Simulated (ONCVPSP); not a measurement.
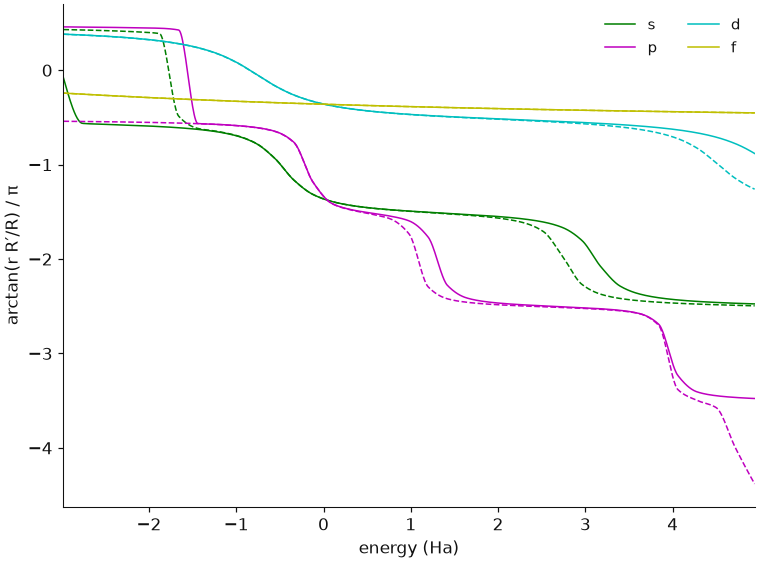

Unwrapped phase arctan(r R′/R) in units of π against energy, all-electron (solid) and pseudo (dashed); the pseudo phase is matched to the all-electron one at the reference energy. Here R(r) is the radial function. A near-vertical step is a level narrower than the spacing of the points behind the curves.

Input of ONCVPSP 4.0.1:

```
# ATOM AND REFERENCE CONFIGURATION
# atsym  z   nc   nv     iexc    psfile
  W 74.00   11    4        4      upf
#
#   n    l    f
    1    0    2.00
    2    0    2.00
    2    1    6.00
    3    0    2.00
    3    1    6.00
    3    2   10.00
    4    0    2.00
    4    1    6.00
    4    2   10.00
    5    0    2.00
    5    1    6.00
    4    3   14.00
    5    2    4.00
    6    0    1.00
    6    1    1.00
#
# PSEUDOPOTENTIAL AND OPTIMIZATION
# lmax
    3
#
#   l,   rc,      ep,       ncon, nbas, qcut
    0    2.55    0.00    5    9    2.10
    1    3.65    0.00    4    7    2.70
    2    1.70    0.00    4    7    6.40
    3    0.55    0.00    4    7   22.70
#
# LOCAL POTENTIAL
# lloc, lpopt,  rc(5),   dvloc0
    4    4    0.35   -1.00
#
# VANDERBILT-KLEINMAN-BYLANDER PROJECTORs
# l, nproj, debl
    0    1    2.60
    1    2    3.80
    2    1    3.40
    3    2    3.40
#
# MODEL CORE CHARGE
# icmod, fcfact, rcfact
    0    0.00    0.00
#
# LOG DERIVATIVE ANALYSIS
# epsh1, epsh2, depsh
   -3.00    5.00    0.02
#
# OUTPUT GRID
# rlmax, drl
    6.00    0.01
#
# TEST CONFIGURATIONS
# ncnf
    4
# nvcnf
#   n    l    f
    4
    4    3   14.00
    5    2    4.00
    6    0    2.00
    6    1    0.00
#
    4
    4    3   14.00
    5    2    4.00
    6    0    1.00
    6    1    0.00
#
    4
    4    3   14.00
    5    2    4.00
    6    0    0.00
    6    1    0.00
#
    4
    4    3   14.00
    5    2    2.00
    6    0    0.00
    6    1    0.00
#
```

Run as:
```bash
oncvpsp.x < W.dat > W.out
```

Functional and relativity: PBE, scalar-relativistic.

Counted from its reference energy, which channel leaves the all-electron phase first?

The p channel: its phase error passes 0.05 rad 0.7 Ha above its reference energy, against 2.2 Ha for s.

How far from the reference energy is each channel transferable, at a tolerance of 0.05 rad?

s: between about -1.5 and 2.0 Ha; p: between about -1.5 and 0.7 Ha; d: up to about 3.1 Ha; f: over the whole range drawn.

What does the plot say about ghosts?

Going away from the reference energies, the phases part by more than π/2 in: s at about -1.8 Ha (below its reference energy, pseudo phase higher, at the flagged ghost); p at about 1.2 Ha (above its reference energy, pseudo phase lower); p at about -1.6 Ha (below its reference energy, pseudo phase lower, at the 5p core level, which only the all-electron atom has). Such a step is either a state that only one of the two atoms has or an ordinary level shifted in energy. The separate test gives: GHOST(-) flagged for s at -2380.6 eV, s at -646.6 eV, s at -45.3 eV, p at -1379.6 eV, p at -103.6 eV; GHOST(+) flagged for p at 118.3 eV (the first five of each kind). The other bound ghosts lie below the range of the plot.
